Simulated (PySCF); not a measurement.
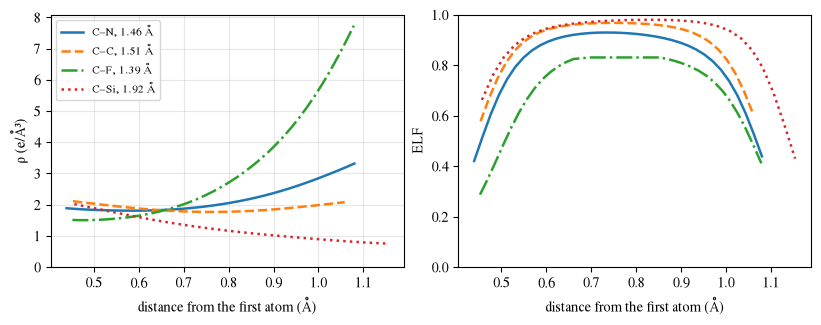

Figure 1: C4H10FNSi. Electron density and ELF along straight lines between neighbouring atoms. The curves leave out the atomic cores.

Geometry: GFN2-xTB.

Computed with CAM-B3LYP/def2-SVPD, SCF density, gas phase (PySCF 2.14.0).

```xyz
17

F     1.5094   -0.2982   -2.1724
C     0.8792   -0.6821   -0.9923
Si    1.9655   -0.2024    0.5201
C    -0.4174    0.0796   -0.8336
C    -1.5066   -0.5828    0.0228
C    -1.4686    0.6767    0.8959
N    -0.2505    1.1063    0.2061
H     0.6988   -1.7552   -1.1060
H     2.4366    1.1677    0.3841
H     1.2575   -0.5140    1.7566
H     3.1305   -1.1002    0.4350
H    -0.7790    0.4527   -1.7990
H    -2.4484   -0.7925   -0.4775
H    -1.1559   -1.4758    0.5335
H    -1.3145    0.5253    1.9658
H    -2.3305    1.3339    0.7464
H    -0.2132    2.0731   -0.0954
```

### What can be read from the curves?

C–N (1.46 Å): ρ is about 1.9 e/Å³ halfway; the ELF peaks at about 0.95 between the atoms: a covalent bond.
C–C (1.51 Å): the density is about 1.8 e/Å³ at the midpoint; the ELF peaks at about 0.95 between the atoms; localised, covalent bonding.
C–F (1.39 Å): the density is about 2 e/Å³ at the midpoint, with its minimum of 1.5 e/Å³ about 0.5 Å from C; the ELF peaks at about 0.85 between the atoms, as expected for a shared but strongly polarised pair.
C–Si (1.92 Å): ρ is about 0.94 e/Å³ halfway; the ELF peaks at about 1 between the atoms; localised, covalent bonding.
